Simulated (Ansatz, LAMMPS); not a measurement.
**Site preference of Zn in place of Ga in Ga2O3 with crystalline order left by the classical run (95 atoms)**

Aim: make Zn in place of Ga at several sites of Ga2O3 with crystalline order left by the classical run (95 atoms), relax each, and compare their energies.

Program: Ansatz 0.2.0. Level of theory: Kohn-Sham DFT, revPBE, PAW (set soft_1), plane waves. Results are calculated unless marked as measured.

### 1. Starting point

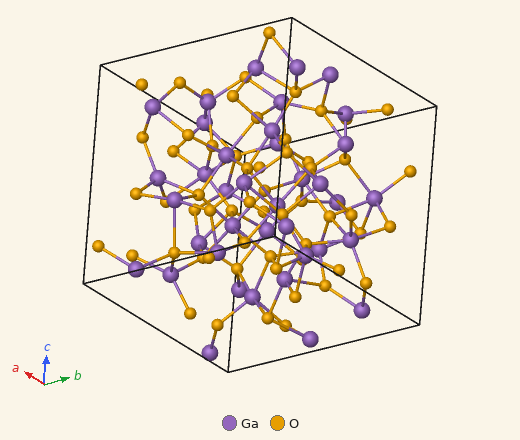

The starting structure, seen from a free direction (gallium purple, oxygen orange). Bonds to atoms that aren't drawn are left out. Some periodic images of atoms are drawn too.

The cell holds 95 atoms: 38 Ga and 57 O. Its edges and angles: a = 10.264 Å, b = 10.264 Å, c = 10.264 Å, α = 90.0°, β = 90.0°, γ = 90.0°. 95 atoms (38 Fe, 57 O) placed at random at 4.7 g/cm³, melted at 5000 K for 10 ps at fixed volume with the Morse and Coulomb pair potential with partial charges (Pedone, Malavasi, Menziani, Cormack and Segre, J. Phys. Chem. B 110, 11780 (2006)). Quenched from 5000 K to 300 K at 50 K/ps and fixed volume, held 5 ps, then minimised at fixed cell. Then Fe was replaced by Ga and the cell scaled by 1.003 (the potential has no terms for the new elements, so the cell is a start for a DFT relaxation).

What the set-up can't give: The quench rate of 50 K/ps far exceeds what a furnace or splat quench reaches, so expect more defects and frozen-in strain than in a real sample. The network of bonds at the start is that of the classical potential that made the cell, and needn't be the one that DFT or experiment would give. Sampling is at Γ alone, for a cell whose shortest periodic width is 10 Å.

### 2. Single point at the start

A single point comes first, to see the forces before anything moves.

The input, input.yaml:

```yaml
crystal:
  lattice:
    - [10.2635, 0.0, 0.0]
    - [0.0, 10.2635, 0.0]
    - [0.0, 0.0, 10.2635]
  atoms:
    - { symbol: Ga, position: [0.28034, 0.39565, 0.84853] }
    - { symbol: Ga, position: [0.53768, 0.79851, 0.14318] }
    - { symbol: Ga, position: [0.91777, 0.98331, 0.80888] }
    - { symbol: Ga, position: [0.96598, 0.26929, 0.76343] }
    - { symbol: Ga, position: [0.83125, 0.9205, 0.1306] }
    - { symbol: Ga, position: [0.07416, 0.48434, 0.01661] }
    - { symbol: Ga, position: [0.50064, 0.36792, 0.38835] }
    - { symbol: Ga, position: [0.87442, 0.35031, 0.35787] }
    - { symbol: Ga, position: [0.14674, 0.55275, 0.38263] }
    - { symbol: Ga, position: [0.69227, 0.46038, 0.61247] }
    - { symbol: Ga, position: [0.05824, 0.734, 0.10068] }
    - { symbol: Ga, position: [0.19362, 0.07124, 0.73459] }
    - { symbol: Ga, position: [0.19601, 0.30612, 0.50345] }
    - { symbol: Ga, position: [0.28167, 0.82446, 0.31226] }
    - { symbol: Ga, position: [0.35173, 0.59753, 0.61211] }
    - { symbol: Ga, position: [0.48056, 0.18516, 0.67072] }
    - { symbol: Ga, position: [0.38303, 0.10117, 0.41289] }
    - { symbol: Ga, position: [0.73336, 0.4869, 0.14448] }
    - { symbol: Ga, position: [0.1367, 0.00583, 0.03263] }
    - { symbol: Ga, position: [0.35775, 0.55202, 0.16115] }
    - { symbol: Ga, position: [0.66696, 0.31904, 0.89717] }
    - { symbol: Ga, position: [0.22974, 0.28407, 0.18986] }
    - { symbol: Ga, position: [0.76254, 0.16211, 0.54395] }
    - { symbol: Ga, position: [0.01957, 0.52697, 0.65479] }
    - { symbol: Ga, position: [0.91288, 0.20468, 0.05709] }
    - { symbol: Ga, position: [0.85538, 0.69754, 0.36887] }
    - { symbol: Ga, position: [0.7598, 0.74745, 0.63494] }
    - { symbol: Ga, position: [0.84554, 0.70402, 0.89631] }
    - { symbol: Ga, position: [0.54688, 0.61402, 0.88023] }
    - { symbol: Ga, position: [0.12361, 0.80678, 0.57033] }
    - { symbol: Ga, position: [0.63517, 0.9338, 0.90066] }
    - { symbol: Ga, position: [0.44477, 0.89, 0.67024] }
    - { symbol: Ga, position: [0.03991, 0.05828, 0.34916] }
    - { symbol: Ga, position: [0.63252, 0.92358, 0.40533] }
    - { symbol: Ga, position: [0.40531, 0.09826, 0.95574] }
    - { symbol: Ga, position: [0.30334, 0.76326, 0.89327] }
    - { symbol: Ga, position: [0.56004, 0.64514, 0.39608] }
    - { symbol: Ga, position: [0.61746, 0.15289, 0.16354] }
    - { symbol: O, position: [0.01394, 0.65841, 0.48732] }
    - { symbol: O, position: [0.66319, 0.75906, 0.28857] }
    - { symbol: O, position: [0.54235, 0.79348, 0.54232] }
    - { symbol: O, position: [0.84871, 0.30856, 0.91332] }
    - { symbol: O, position: [0.56845, 0.4935, 0.256] }
    - { symbol: O, position: [0.63941, 0.48628, 0.98493] }
    - { symbol: O, position: [0.80087, 0.8677, 0.49246] }
    - { symbol: O, position: [0.84267, 0.1279, 0.70513] }
    - { symbol: O, position: [0.52717, 0.04305, 0.78798] }
    - { symbol: O, position: [0.4338, 0.94205, 0.33894] }
    - { symbol: O, position: [0.13946, 0.91426, 0.4114] }
    - { symbol: O, position: [0.2634, 0.6888, 0.45682] }
    - { symbol: O, position: [0.33453, 0.02498, 0.60215] }
    - { symbol: O, position: [0.97019, 0.86244, 0.97245] }
    - { symbol: O, position: [0.9918, 0.0584, 0.16231] }
    - { symbol: O, position: [0.48403, 0.21033, 0.283] }
    - { symbol: O, position: [0.76958, 0.28614, 0.17311] }
    - { symbol: O, position: [0.14974, 0.60217, 0.20459] }
    - { symbol: O, position: [0.30538, 0.42463, 0.31444] }
    - { symbol: O, position: [0.70381, 0.01047, 0.24676] }
    - { symbol: O, position: [0.77738, 0.04926, 0.99011] }
    - { symbol: O, position: [0.73673, 0.61243, 0.50156] }
    - { symbol: O, position: [0.43036, 0.67396, 0.02414] }
    - { symbol: O, position: [0.49382, 0.51827, 0.51825] }
    - { symbol: O, position: [0.7028, 0.78109, 0.02042] }
    - { symbol: O, position: [0.39771, 0.52864, 0.78961] }
    - { symbol: O, position: [0.61166, 0.31577, 0.71951] }
    - { symbol: O, position: [0.88264, 0.40141, 0.64055] }
    - { symbol: O, position: [0.94044, 0.6705, 0.73688] }
    - { symbol: O, position: [0.55032, 0.21859, 0.9988] }
    - { symbol: O, position: [0.27043, 0.95844, 0.8841] }
    - { symbol: O, position: [0.91511, 0.5886, 0.02517] }
    - { symbol: O, position: [0.04324, 0.11698, 0.89376] }
    - { symbol: O, position: [0.84872, 0.52259, 0.28299] }
    - { symbol: O, position: [0.41801, 0.69905, 0.26455] }
    - { symbol: O, position: [0.0488, 0.32656, 0.1224] }
    - { symbol: O, position: [0.16293, 0.65594, 0.95068] }
    - { symbol: O, position: [0.20265, 0.8612, 0.13879] }
    - { symbol: O, position: [0.28068, 0.76058, 0.69517] }
    - { symbol: O, position: [0.90169, 0.1643, 0.41574] }
    [... 11 atom lines left out ...]
    - { symbol: O, position: [0.93144, 0.79665, 0.22875] }
    - { symbol: O, position: [0.59325, 0.07798, 0.52321] }
    - { symbol: O, position: [0.68738, 0.60351, 0.75465] }
    - { symbol: O, position: [0.28479, 0.41891, 0.04142] }
    - { symbol: O, position: [0.69393, 0.3306, 0.45876] }
    - { symbol: O, position: [0.26573, 0.13863, 0.07912] }
kpoints:
  mp_grid: { grid: [1, 1, 1] }
hamiltonian:
  xc: revpbe
  pseudopotentials: { kind: paw, azcp: { folder: soft_1 } }
scf:
  occupations: { method: fixed }
output:
  forces: true
```

Run with:

```console
$ ansatz run input.yaml --threads 4 --pin off --max-ram 8192MiB --backend cpu --events-out ev --progress --plain --runs-dir out
```

Numbers of over 12 decimals in the logs are rounded to 6 here.

What it wrote:

```text
Engine: ansatz 0.2.0, aarch64-unknown-linux-gnu
Pseudopotentials: kind: paw
Pseudopotential: Ga, paw, valence charge 13, recommended cutoff 420 eV (normal), soft_1/Ga.paw.azcp
Pseudopotential: O, paw, valence charge 6, recommended cutoff 420 eV (normal), soft_1/O.paw.azcp
[... 5 lines on functional and potentials left out ...]
Crystal: 95 atoms, lattice volume = 1081.151 Å³
Basis set: ecut = 420 eV, 21247 PW (Γ), exchange–correlation on 144×144×144 points (8 copies of the dense FFT grid, shifted against one another)
Bands: 513, of which v1, the nominal top of the filled ones, is band 418 counted from 1 (417 counted from 0)
Symmetry: 1 space group operations
Space group: P1 (ITA 1), of the structure as read, at distance tolerance 1.0e-4 Å
k-points: 1
[... 7 lines on functional and potentials left out ...]
Initial density: superposition of atomic densities (chi_scale 0.1, normalization cell, long waves kept (reshape's long-wave potential 0.08 eV rms))
Initial wavefunctions: pseudopotential atomic-orbital guess
Functional: x = revpbe(κ = 1.245, μ = 0.219515), c = pbe(β = 0.066725)
SCF iter   1: F=—  HF=-176359.145613 eV  |F-HF|=—  |Δ(HF+E_count)|=         —  Δρ=1.15e-1  dr2=6.54e1  ethr=3.10e-3  ⟨swp⟩=4.0  Hψ=1265  notcnv=0  defer=88
preconditioner: auto → Resta (q_TF=auto, 2.614 Å⁻¹)  ε∞=4.3  [insulator: Δε(μ)=1.653 eV  Ē_g=17.929 eV  n_scr=340 (ndim 8)  ℏωp=32.7 eV  f_vac=0.009  ε∞_Penn≈4.3]
SCF iter   2: F=—  HF=-176342.741728 eV  |F-HF|=—  |Δ(HF+E_count)|=    1.64e1  Δρ=5.26e-2  dr2=1.37e1  ethr=3.10e-3  ⟨swp⟩=2.0  Hψ=926  notcnv=0  defer=88
SCF iter   3: F=—  HF=-176338.239356 eV  |F-HF|=—  |Δ(HF+E_count)|=    4.50e0  Δρ=1.60e-2  dr2=2.10e0  ethr=1.64e-3  ⟨swp⟩=3.0  Hψ=840  notcnv=0  defer=89
SCF iter   4: F=—  HF=-176337.714223 eV  |F-HF|=—  |Δ(HF+E_count)|=   5.25e-1  Δρ=4.89e-3  dr2=2.29e-1  ethr=2.51e-4  ⟨swp⟩=2.0  Hψ=806  notcnv=0  defer=93
SCF iter   5: F=—  HF=-176337.881591 eV  |F-HF|=—  |Δ(HF+E_count)|=   1.67e-1  Δρ=3.32e-3  dr2=8.93e-2  ethr=2.73e-5  ⟨swp⟩=3.0  Hψ=977  notcnv=0  defer=91
SCF iter   6: F=—  HF=-176337.933866 eV  |F-HF|=—  |Δ(HF+E_count)|=   5.23e-2  Δρ=1.22e-3  dr2=1.40e-2  ethr=1.07e-5  ⟨swp⟩=3.0  Hψ=824  notcnv=0  defer=93
SCF iter   7: F=—  HF=-176337.936146 eV  |F-HF|=—  |Δ(HF+E_count)|=   2.28e-3  Δρ=4.10e-4  dr2=2.00e-3  ethr=1.67e-6  ⟨swp⟩=2.0  Hψ=845  notcnv=0  defer=93
SCF iter   8: F=—  HF=-176337.938238 eV  |F-HF|=—  |Δ(HF+E_count)|=   2.09e-3  Δρ=1.21e-4  dr2=2.03e-4  ethr=2.39e-7  ⟨swp⟩=2.0  Hψ=846  notcnv=0  defer=93
SCF iter   9: F=—  HF=-176337.938639 eV  |F-HF|=—  |Δ(HF+E_count)|=   4.01e-4  Δρ=1.41e-4  dr2=1.85e-4  ethr=2.43e-8  ⟨swp⟩=2.0  Hψ=844  notcnv=0  defer=87
SCF iter  10: F=—  HF=-176337.938630 eV  |F-HF|=—  |Δ(HF+E_count)|=   9.11e-6  Δρ=2.03e-5  dr2=5.49e-6  ethr=2.22e-8  ⟨swp⟩=2.0  Hψ=839  notcnv=0  defer=87
SCF iter  11: F=—  HF=-176337.939954 eV  |F-HF|=—  |Δ(HF+E_count)|=   1.32e-3  Δρ=1.68e-5  dr2=2.66e-6  ethr=6.57e-10  ⟨swp⟩=2.0  Hψ=931  notcnv=0  defer=87
SCF iter  12: F=—  HF=-176337.939954 eV  |F-HF|=—  |Δ(HF+E_count)|=   2.54e-8  Δρ=8.06e-6  dr2=6.16e-7  ethr=3.18e-10  ⟨swp⟩=2.0  Hψ=843  notcnv=0  defer=87
SCF iter  13: F=-176337.939954 eV  HF=-176337.939954 eV  |F-HF|=8.86e-8  |Δ(HF+E_count)|=   1.82e-7  Δρ=2.21e-6  dr2=5.62e-8  ethr=1.20e-11  ⟨swp⟩=2.0  Hψ=1729  notcnv=0
SCF 1 converged in 13 iterations: F = -176337.939954 eV  dr2 = 5.62e-8
  greatest PAW one-centre occupation: 0.998 electrons in one spin orbital (limit 2), on the Ga atom at site 26 (counted from 0), in its partial waves of l = 2
SCF converged after 13 iterations
Free energy (F): -176337.939954 eV
Harris-Foulkes:  -176337.939954 eV  (|F-HF|=8.86e-8)
Internal energy: -176337.939954 eV  (E = F + TS)
E sigma→0 (E₀):  -176337.939954 eV
Fermi energy:    7.573051 eV
--- Per-component energies (eV) ---
  E_band       = -1728.533528
  E_kinetic    = 13767.050353
  E_local      = -69758.992980  (includes V_loc(G=0)·N_el)
  E_nonlocal   = -374.006686
  E_hartree    = 40175.956183
  E_xc         = -6401.696867
  E_vxc        = -7218.970042  (∫ρ·V_xc dr)
  E_paw        = -85510.030579  (= ΣΔE_a)
  E_vpaw       = -18495.560798  (= ΣTr[D̂ρ^β])
  E_aug_tail   = 0.035641  (compensation charges beyond the density's cutoff)
  E_ewald      = -68231.977044
  E_core_change = -4.277975  (= ΣΔE_core)
  E_smearing   = -0.000000  (= −TS)
  E_closure    = 0.000000  (closes the sum)
  Σ components = -176337.939954   (vs F -176337.939954, Δ=0.00e0)
--- Forces (eV/Å), atoms counted from 1 ---
  atom   1  Ga     0.12545797     0.00768964     0.34113486
  atom   2  Ga     0.25666757    -0.13830986    -0.66493135
  atom   3  Ga     0.35495141     0.09740968     0.12263857
  atom   4  Ga    -0.49060511    -0.00919330    -0.38912873
  atom   5  Ga    -0.06754887     0.28764789    -0.94284647
  atom   6  Ga     0.18819273    -0.10563409    -0.26305569
  atom   7  Ga    -0.01078123    -0.18772094    -0.93017771
  atom   8  Ga    -0.09250184    -0.10780128    -0.15858023
  atom   9  Ga    -0.19814105     0.45499224    -0.10622798
  atom  10  Ga     0.71625888     0.00201664     0.24517914
  atom  11  Ga     0.57486455     0.40245804    -0.26128834
  atom  12  Ga    -0.23085102    -0.19632937    -0.43341374
  atom  13  Ga    -0.81957579    -0.12516132     0.45850562
  atom  14  Ga     0.07174949     0.62118751     0.03954817
[...]
atom  94  O      0.69131954     0.06511932     0.64814467
  atom  95  O      0.24739998    -0.13538377    -0.08568271
  max |Σ_I F_I| component: 4.86e-5 eV/Å
```

Elapsed: 22 s, on 4 threads of Arm Neoverse V1, shared host; peak memory 1.7 GiB.

In the SCF lines HF is the Harris–Foulkes energy and dr2 the Hartree energy of the density residual, in eV; the loop may stop once dr2 is under the threshold and the program's other checks hold. Hψ counts applications of the Hamiltonian.

The r.m.s. force at the start is 0.30 eV/Å.

### 3. Relaxation

With the cell held, the atoms are moved downhill towards a nearby minimum.

The input, input.yaml:

```yaml
crystal:
  lattice:
    - [10.2635, 0.0, 0.0]
    - [0.0, 10.2635, 0.0]
    - [0.0, 0.0, 10.2635]
  atoms:
    [... the 95 atom lines of step 2 ...]
kpoints:
  mp_grid: { grid: [1, 1, 1] }
hamiltonian:
  xc: revpbe
  pseudopotentials: { kind: paw, azcp: { folder: soft_1 } }
scf:
  occupations: { method: fixed }
output:
  forces: true
relax:
  f_tol: 0.05
  max_steps: 120
```

What it wrote:

```text
[...]
Crystal: 95 atoms, lattice volume = 1081.151 Å³
Basis set: ecut = 420 eV, 21247 PW (Γ), exchange–correlation on 144×144×144 points (8 copies of the dense FFT grid, shifted against one another)
Bands: 513, of which v1, the nominal top of the filled ones, is band 418 counted from 1 (417 counted from 0)
Symmetry: 1 space group operations
[...]
k-points: 1
[...]
SCF iter   1: F=—  HF=-176359.145614 eV  |F-HF|=—  |Δ(HF+E_count)|=         —  Δρ=1.15e-1  dr2=6.54e1  ethr=3.10e-3  ⟨swp⟩=4.0  Hψ=1265  notcnv=0  defer=88
[...]
SCF iter   9: F=—  HF=-176337.939946 eV  |F-HF|=—  |Δ(HF+E_count)|=   4.11e-4  Δρ=1.40e-4  dr2=1.83e-4  ethr=2.42e-8  ⟨swp⟩=2.0  Hψ=844  notcnv=0  defer=93
SCF iter  10: F=-176337.939951 eV  HF=-176337.939939 eV  |F-HF|=1.20e-5  |Δ(HF+E_count)|=   6.53e-6  Δρ=2.04e-5  dr2=5.56e-6  ethr=7.48e-9  ⟨swp⟩=2.0  Hψ=1773  notcnv=0
SCF 1 converged in 10 iterations: F = -176337.939951 eV  dr2 = 5.56e-6
[...]
relax step   1: F+E_penalty+E_count = -176337.93995097 eV  Δ(F+E_penalty+E_count) = +0.000e0 eV  max|allowed force component| = 9.428e-1 eV/Å  Δτ_max = 0.0000 Å  (10 SCF iters, dr2 threshold 6.25e-5 eV, accepted)
[...]
relax step   2: F+E_penalty+E_count = -176339.04374994 eV  Δ(F+E_penalty+E_count) = -1.104e0 eV  max|allowed force component| = 6.110e-1 eV/Å  Δτ_max = 0.1181 Å  (7 SCF iters, dr2 threshold 5.55e-5 eV, accepted)
[...]
relax step   3: F+E_penalty+E_count = -176339.87799928 eV  Δ(F+E_penalty+E_count) = -8.342e-1 eV  max|allowed force component| = 4.563e-1 eV/Å  Δτ_max = 0.1061 Å  (8 SCF iters, dr2 threshold 2.33e-5 eV, accepted)
relax step   4: F+E_penalty+E_count = -176340.47045774 eV  Δ(F+E_penalty+E_count) = -5.925e-1 eV  max|allowed force component| = 5.141e-1 eV/Å  Δτ_max = 0.2000 Å  (7 SCF iters, dr2 threshold 8.75e-5 eV, accepted)
relax step   5: F+E_penalty+E_count = -176340.85585994 eV  Δ(F+E_penalty+E_count) = -3.854e-1 eV  max|allowed force component| = 1.149e-1 eV/Å  Δτ_max = 0.2000 Å  (8 SCF iters, dr2 threshold 1.00e-4 eV, accepted)
relax step   6: F+E_penalty+E_count = -176340.96003441 eV  Δ(F+E_penalty+E_count) = -1.042e-1 eV  max|allowed force component| = 1.706e-1 eV/Å  Δτ_max = 0.2000 Å  (11 SCF iters, accepted)
relax step   7: F+E_penalty+E_count = -176341.03382970 eV  Δ(F+E_penalty+E_count) = -7.380e-2 eV  max|allowed force component| = 6.161e-2 eV/Å  Δτ_max = 0.2000 Å  (11 SCF iters, accepted)
relax step   8: F+E_penalty+E_count = -176341.08280373 eV  Δ(F+E_penalty+E_count) = -4.897e-2 eV  max|allowed force component| = 9.714e-2 eV/Å  Δτ_max = 0.2000 Å  (11 SCF iters, accepted)
relax step   9: F+E_penalty+E_count = -176341.10440646 eV  Δ(F+E_penalty+E_count) = -2.160e-2 eV  max|allowed force component| = 2.265e-1 eV/Å  Δτ_max = 0.1908 Å  (11 SCF iters, accepted)
relax step  10: F+E_penalty+E_count = -176341.27168857 eV  Δ(F+E_penalty+E_count) = -1.673e-1 eV  max|allowed force component| = 1.610e-1 eV/Å  Δτ_max = 0.2000 Å  (7 SCF iters, dr2 threshold 5.13e-5 eV, accepted)
relax step  11: F+E_penalty+E_count = -176341.37091757 eV  Δ(F+E_penalty+E_count) = -9.923e-2 eV  max|allowed force component| = 7.719e-2 eV/Å  Δτ_max = 0.2000 Å  (8 SCF iters, dr2 threshold 1.31e-5 eV, accepted)
relax step  12: F+E_penalty+E_count = -176341.43729934 eV  Δ(F+E_penalty+E_count) = -6.638e-2 eV  max|allowed force component| = 9.158e-2 eV/Å  Δτ_max = 0.2000 Å  (11 SCF iters, accepted)
relax step  13: F+E_penalty+E_count = -176341.40056645 eV  Δ(F+E_penalty+E_count) = +3.673e-2 eV  max|allowed force component| = 4.765e-1 eV/Å  Δτ_max = 0.1353 Å  (11 SCF iters, rejected (line search))
relax step  14: F+E_penalty+E_count = -176341.46118240 eV  Δ(F+E_penalty+E_count) = -2.388e-2 eV  max|allowed force component| = 3.805e-2 eV/Å  Δτ_max = 0.0676 Å  (10 SCF iters, accepted)
relax step  15: F+E_penalty+E_count = -176341.45474653 eV  Δ(F+E_penalty+E_count) = +6.436e-3 eV  max|allowed force component| = 1.376e-1 eV/Å  Δτ_max = 0.0919 Å  (10 SCF iters, rejected (line search))
relax step  16: F+E_penalty+E_count = -176341.46444274 eV  Δ(F+E_penalty+E_count) = -3.260e-3 eV  max|allowed force component| = 5.621e-2 eV/Å  Δτ_max = 0.0457 Å  (9 SCF iters, accepted)
[...]
relax step  17: F+E_penalty+E_count = -176341.46596293 eV  Δ(F+E_penalty+E_count) = -1.520e-3 eV  max|allowed force component| = 2.408e-2 eV/Å  Δτ_max = 0.0302 Å  (8 SCF iters, accepted)
SCF converged after 8 iterations
Free energy (F): -176341.465963 eV
[...]
Internal energy: -176341.465963 eV  (E = F + TS)
E sigma→0 (E₀):  -176341.465963 eV
Fermi energy:    7.301235 eV
[...]
Σ components = -176341.465963   (vs F -176341.465963, Δ=0.00e0)
--- Forces (eV/Å), atoms counted from 1 ---
  atom   1  Ga    -0.00076093     0.00320680    -0.01047289
  atom   2  Ga     0.00480718    -0.00725638     0.00339407
  atom   3  Ga     0.00747315     0.00400281    -0.00357810
  atom   4  Ga    -0.00112955     0.00603493    -0.01225150
[...]
atom  95  O      0.00085957     0.00360747     0.00067418
  max |Σ_I F_I| component: 1.01e-4 eV/Å
--- Relaxed structure (17 steps of the walk, 15 accepted, 0 SCFs on fresh bases) ---
  F+E_penalty+E_count = -176341.46596293 eV   max|allowed force component| = 2.408e-2 eV/Å
  atoms:
    - { symbol: Ga, position: [0.302608, 0.393189, 0.867777] }
    - { symbol: Ga, position: [0.533959, 0.787076, 0.135180] }
    - { symbol: Ga, position: [0.908938, 0.986522, 0.808081] }
    - { symbol: Ga, position: [0.967388, 0.250876, 0.767897] }
[...]
- { symbol: O, position: [0.262190, 0.144702, 0.077502] }
```

Elapsed: 5 min, on 4 threads; peak memory 1.7 GiB.

The relaxation converged after 17 steps, 3.53 eV below its start, with a largest force component of 0.024 eV/Å.

[end of part 1 of 3]

[Logs are printed without paths, hosts, clocks, repeated set-up lines and the standing remarks that a program may print on its own settings, such as how far it seeks lower states.]

[Hosts, paths, dates, database ids (printed as entryN), source tags and the programs' standing remarks are cut or masked in the printed files.]
